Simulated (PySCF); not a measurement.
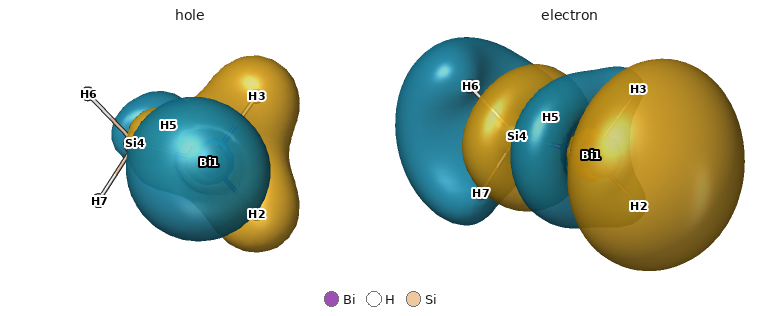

Figure. BiH2(SiH3) (BiH5Si). Leading natural transition orbital pair of S₃ (TDA singlet states); the surfaces enclose about 78 % of each orbital's density.

Method: PBE0/def2-SVPD; geometry: GFN2-xTB; program: PySCF. Core potentials replace the inner electrons of Bi; spin–orbit coupling isn't included. No frequency check shows the geometry to be a minimum. GFN2-xTB bond lengths at metals and heavier atoms can be off by up to 0.1 Å and shapes distorted, which carries into these values.

Q: Give its energy and the atoms that hole and electron lie on.

A: 6.34 eV (196 nm), f = 0.297 (bright), diffuse (Rydberg-like) orbital; the leading pair carries 97 %; hole on Bi1 (63 %), H2 and H3 (11 % each) and Si4 (10 %), electron on Bi1 (52 %) and Si4 (27 %) (atom shares of so diffuse an orbital are rough); their centroids lie 0.4 Å apart. The HOMO–LUMO gap is 6.98 eV.

Run time: 48 s on 1 thread of Intel(R) Xeon(R) 6975P-C (Granite Rapids), on a shared host, peak memory 0.52 GiB.
